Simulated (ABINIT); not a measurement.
# K2Pt (Fm-3m): G0W0 with ABINIT, start to end, part 3 of 3

Aim: the G0W0 gap of K2Pt (Fm-3m) on LDA, step by step.

ABINIT 10.8.3; LDA and many-body steps on it, plane waves. Known limits of the many-body steps: not at the basis limit; no spin polarisation; d states lean on the start; no spin-orbit coupling; coarse k mesh.

So far. Step 4 (Empty states on the mesh, 2×2×2 mesh, 68 bands): On this mesh the gap is 1.306 eV. Step 5 (Screening, 2×2×2 mesh, 62 bands, screening to 87.1 eV): Local fields lower ε∞ by 34 %. On a Γ-centred mesh this coarse the value itself is usually too large, while a short band sum pulls it down.

### 6. Self-energy, 2×2×2 mesh, 62 bands, screening to 87.1 eV

The self-energy is evaluated for the states that the input lists, and the levels follow from it, in one-shot runs by the linearised quasiparticle equation.

This step: G0W0 on LDA, plane waves, norm-conserving pseudopotentials.

run.abi reads:

```
acell 3*1.0 Angstrom
rprim 
  -0.000000000000 3.781463140000 3.781463140000
  3.781463140000 -0.000000000000 3.781463140000
  3.781463140000 3.781463140000 -0.000000000000
ntypat 2
znucl 19 78
natom 3
typat 1 1 2
xred 
  0.750000000000 0.750000000000 0.750000000000
  0.250000000000 0.250000000000 0.250000000000
  0.000000000000 0.000000000000 0.000000000000
pp_dirpath "pseudos"
pseudos "K.upf, Pt.upf"
ecut 34
ngkpt 2 2 2
nshiftk 1
shiftk 0 0 0
kptopt 1
chksymbreak 0
istwfk *1
occopt 1
irdwfk 1
optdriver 4
nband 62
gwcalctyp 0
ecutsigx 34
symsigma 1
nkptgw 3
kptgw 
  0.5000000000 0.5000000000 0.0000000000
  0.5000000000 0.0000000000 0.0000000000
  0.0000000000 0.0000000000 0.0000000000
bdgw 
  16 20
  17 21
  16 21
ecuteps 3.2
irdscr 1
ppmodel 1
indata_prefix "in"
outdata_prefix "out"
tmpdata_prefix "tmp"
```

Started as:

```console
$ OMP_NUM_THREADS=1 mpirun -n 4 abinit run.abi > log
```

Numbers of over 12 decimals in the logs are rounded to 6 here.

Output:

```text
.Version 10.8.3 of ABINIT. v10.8.2 released Aug 2026.

 Symmetries : space group Fm -3 m (#225); Bravais cF (face-center cubic)
[... echo of the input left out ...]
== DATASET  1 ==================================================================
-   mpi_nproc: 4, omp_nthreads: 1 (-1 if OMP is not activated)

--- !DatasetInfo
iteration_state: {dtset: 1, }
dimensions: {natom: 3, nkpt: 3, mband: 62, nsppol: 1, nspinor: 1, nspden: 1, mpw: 6934, }
cutoff_energies: {ecut:  34.0, pawecutdg:  -1.0, }
electrons: {nelect:   3.60000000E+01, charge:   0.00000000E+00, occopt:   1.00000000E+00, tsmear:   1.00000000E-02, }

 SIGMA: Calculation of the GW corrections

 Based on a program developped by R.W. Godby, V. Olevano, G. Onida, and L. Reining.
 Incorporated in ABINIT by V. Olevano, G.-M. Rignanese, and M. Torrent.
.Using double precision arithmetic ; gwpc =  8

[... cell and pseudopotentials left out ...]
--------------------------------------------------------------------------------

 ==== K-mesh for the wavefunctions ====
 Number of points in the irreducible wedge :     3
[... list of points left out ...]
 Together with 48 symmetry operations and time-reversal symmetry
 yields     8 points in the full Brillouin Zone.

 ==== Q-mesh for screening function ====
 Number of points in the irreducible wedge :     3
[... list of points left out ...]
 Together with 48 symmetry operations and time-reversal symmetry
 yields     8 points in the full Brillouin Zone.

 vcoul_init : cutoff-mode = AUXILIARY_FUNCTION
 q-points for optical limit:   1
     1)      0.000010    0.000020    0.000030
 setmesh: FFT mesh size selected  =    54x   54x   54
          total number of points  =       157464

 Number of electrons calculated from density =   36.0000; Expected =   36.0000
 average of density, n =  0.049328
 r_s =    1.6915
 omega_plasma =   21.4242 [eV]

 === KS Band Gaps ===
  >>>> For spin  1
   Minimum direct gap =   1.3811 [eV], located at k-point      :   0.5000  0.0000  0.0000
   Fundamental gap    =   1.3064 [eV], Top of valence bands at :   0.5000  0.5000  0.0000
                                       Bottom of conduction at :   0.5000  0.0000  0.0000
 SIGMA fundamental parameters:
 PLASMON POLE MODEL  1
 number of plane-waves for SigmaX                 6855
 number of plane-waves for SigmaC and W            181
 number of plane-waves for wavefunctions          6855
 number of bands                                    62
 number of independent spin polarizations            1
 number of spinorial components                      1
 number of k-points in IBZ                           3
 number of q-points in IBZ                           3
 number of symmetry operations                      48
 number of k-points in BZ                            8
 number of q-points in BZ                            8
 number of frequencies for dSigma/dE                 9
 frequency step for dSigma/dE [eV]                0.25
 number of omega for Sigma on real axis              0
 max omega for Sigma on real axis  [eV]           0.00
 zcut for avoiding poles [eV]                     0.10

 EPSILON^-1 parameters (SCR file):
 dimension of the eps^-1 matrix on file            181
 dimension of the eps^-1 matrix used               181
 number of plane-waves for wavefunctions          6855
 number of bands                                    62
 number of q-points in IBZ                           3
 number of frequencies                               2
 number of real frequencies                          1
 number of imag frequencies                          1

 matrix elements of self-energy operator (all in [eV])

 Perturbative Calculation

--- !SelfEnergy_ee
iteration_state: {dtset: 1, }
kpoint     : [   0.500,    0.500,    0.000, ]
spin       : 1
KS_gap     :    1.502
QP_gap     :    2.475
Delta_QP_KS:    0.973
data: !SigmaeeData |
     Band     E0 <VxcDFT>   SigX SigC(E0)      Z dSigC/dE  Sig(E)    E-E0       E
       16   2.697 -19.342 -23.387   4.289   0.746  -0.341 -19.160   0.182   2.879
       17   2.697 -19.342 -23.387   4.289   0.746  -0.341 -19.160   0.182   2.879
       18   2.758 -19.303 -23.176   4.138   0.746  -0.340 -19.105   0.198   2.956
       19   4.260  -8.061  -4.062  -2.554   0.809  -0.235  -6.891   1.170   5.430
       20   6.492  -9.041  -5.286  -2.729   0.807  -0.239  -8.213   0.829   7.321

--- !SelfEnergy_ee
iteration_state: {dtset: 1, }
kpoint     : [   0.500,    0.000,    0.000, ]
spin       : 1
KS_gap     :    1.381
QP_gap     :    2.083
Delta_QP_KS:    0.702
data: !SigmaeeData |
     Band     E0 <VxcDFT>   SigX SigC(E0)      Z dSigC/dE  Sig(E)    E-E0       E
       17   2.683 -19.246 -23.255   4.248   0.746  -0.340 -19.068   0.178   2.862
       18   2.683 -19.246 -23.255   4.248   0.746  -0.340 -19.068   0.178   2.862
       19   4.064  -7.349  -3.694  -2.571   0.812  -0.231  -6.468   0.880   4.945
       20   6.881  -9.639  -5.008  -2.627   0.806  -0.241  -8.024   1.616   8.497
       21   6.881  -9.639  -5.008  -2.627   0.806  -0.241  -8.024   1.616   8.497

--- !SelfEnergy_ee
iteration_state: {dtset: 1, }
kpoint     : [   0.000,    0.000,    0.000, ]
spin       : 1
KS_gap     :    3.540
QP_gap     :    4.921
Delta_QP_KS:    1.381
data: !SigmaeeData |
     Band     E0 <VxcDFT>   SigX SigC(E0)      Z dSigC/dE  Sig(E)    E-E0       E
       16   2.692 -19.289 -23.326   4.251   0.746  -0.340 -19.129   0.160   2.852
       17   2.692 -19.289 -23.326   4.251   0.746  -0.340 -19.129   0.160   2.852
       18   2.692 -19.289 -23.326   4.251   0.746  -0.340 -19.129   0.160   2.852
       19   6.232  -8.986  -4.453  -2.630   0.810  -0.235  -7.444   1.541   7.774
       20   6.232  -8.986  -4.453  -2.630   0.810  -0.235  -7.444   1.541   7.774
       21   6.232  -8.986  -4.453  -2.630   0.810  -0.235  -7.444   1.541   7.774

 New Fermi energy :        1.451648E-01 Ha ,    3.950136E+00 eV

 === QP Band Gaps ===
  >>>> For spin  1
   Minimum direct gap =   2.0832 [eV], located at k-point      :   0.5000  0.0000  0.0000
   Fundamental gap    =   1.9891 [eV], Top of valence bands at :   0.5000  0.5000  0.0000
                                       Bottom of conduction at :   0.5000  0.0000  0.0000

== END DATASET(S) ==============================================================
================================================================================

 -outvars: echo values of variables after computation  --------
           etotal      0.0000000000E+00
            nband          62
             nkpt           3
          spgroup         225
 [... the other variables as echoed above ...]

 Calculation completed.
```

The job ended after 7.3 s (4 MPI ranks of Intel Xeon 6975P-C (Granite Rapids), shared host; peak memory 0.89 GiB).

Numbers from this step:

```
G0W0 gap on the points computed              : 1.989 eV
starting gap on the mesh                     : 1.306 eV
k of the valence top                         : 0.5, 0.5, 0
k of the conduction bottom                   : 0.5, 0, 0
Z at the valence top                         : 0.746
Z at the conduction bottom                   : 0.812
least direct G0W0 gap on the computed points : 2.083 eV
```

The gap on the mesh goes from 1.31 eV to 1.99 eV, a correction of +0.68 eV.

Limits: finite bands, cutoff and mesh; no spin polarisation; d states lean on the start; no spin-orbit coupling; coarse k mesh. v1 is the top filled band, c1 the lowest empty one. The levels before and after the correction (eV, zero at the valence-band top of each column):

```csv
,conduction bottom,valence top
Kohn-Sham,1.31,0.00
G0W0,1.99,0.00
```

```csv
,level,energy (eV)
Kohn-Sham,(0.5 0.5 0) v3-v2,-0.061
Kohn-Sham,(0.5 0.5 0) v1,0.000
Kohn-Sham,(0.5 0.5 0) c1,1.502
Kohn-Sham,(0.5 0.5 0) c2,3.734
Kohn-Sham,(0.5 0 0) v2-v1,-0.075
Kohn-Sham,(0.5 0 0) c1,1.306
Kohn-Sham,(0.5 0 0) c2-c3,4.123
G0W0,(0.5 0.5 0) v3-v2,-0.077
G0W0,(0.5 0.5 0) v1,0.000
G0W0,(0.5 0.5 0) c1,2.474
G0W0,(0.5 0.5 0) c2,4.365
G0W0,(0.5 0 0) v2-v1,-0.094
G0W0,(0.5 0 0) c1,1.989
G0W0,(0.5 0 0) c2-c3,5.541
```

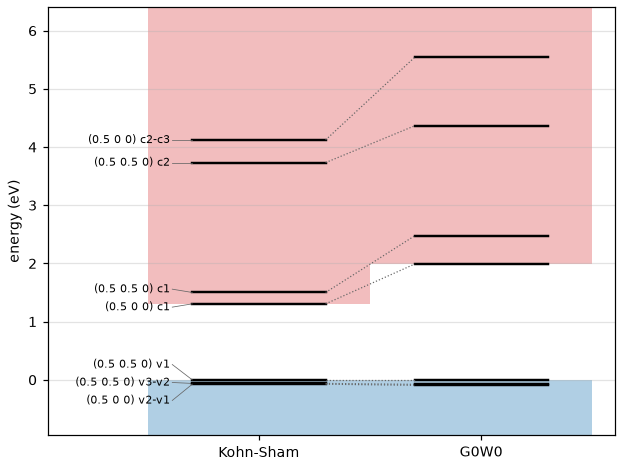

Levels before and after the correction. Shaded: valence and conduction bands.

### 7. Where the time went

Times are wall times on 4 MPI ranks of Intel Xeon 6975P-C (Granite Rapids), shared host, good to a factor of about two.

```csv
step,time,share,memory (GiB)
ground state,46 s,31 %,0.47
bands along the symmetry lines,69 s,47 %,0.48
empty states on the mesh,15 s,10 %,0.37
screening,9 s,6 %,0.81
self-energy,7.3 s,5 %,0.89
```

### 8. Summary of results

| Property | Result |
| --- | --- |
| LDA gap | 1.31 eV, indirect |
| G0W0 gap on the mesh | 1.99 eV |
| GW settings | 2×2×2 mesh, 62 bands, screening to 87.1 eV, Godby-Needs plasmon pole |
| known limits | not at the basis limit; no spin polarisation; d states lean on the start; no spin-orbit coupling; coarse k mesh |

What this shows: G0W0 moves the gap on the mesh from 1.31 eV to 1.99 eV (+0.68 eV), with Z of 0.75 and 0.81 at the edges. Local fields lower the RPA ε∞ on this mesh from 13.44 to 8.92; a Γ-centred mesh this coarse tends to raise both, most where the direct gap is narrow, while a short band sum lowers them. The dearest step here is «bands along the symmetry lines». Bands and cutoff are finite, so the gap is not at the basis limit. The miss can reach some tenths of an eV and take either sign; the mesh is an error of its own. The 2×2×2 mesh is coarse for this cell, which bears on the long-range parts of exchange and screening. The runs have no spin polarisation. For a closed low-spin shell that is the natural state; where a d or f shell is open it is a constraint, and the gap is then not the crystal's own. With d states at the gap, one-shot GW leans hard on its start. The many-body steps are scalar-relativistic: spin-orbit coupling is not in them.

[Paths, hosts, dates, memory and timing lines, banners, echoed tables and standing remarks are left out of the program output.]

[Logs are printed without paths, hosts, clocks, repeated set-up lines and the standing remarks that a program may print on its own settings, such as how far it seeks lower states.]

[Runs of the session that timed out or met a known fault of the program may be left out.]

[Hosts, paths, dates, database ids (printed as entryN), source tags and the programs' standing remarks are cut or masked in the printed files.]

[G0W0 gaps are taken among the corrected bands and points alone; a level outside them can change the order at an edge.]

[Where Ansatz stands beside ABINIT at settings called matched, ABINIT's density can come from a denser mesh and the files from another edition; pairs whose starting gaps differed by over 0.03 eV were left out, so agreement reads better than it is.]
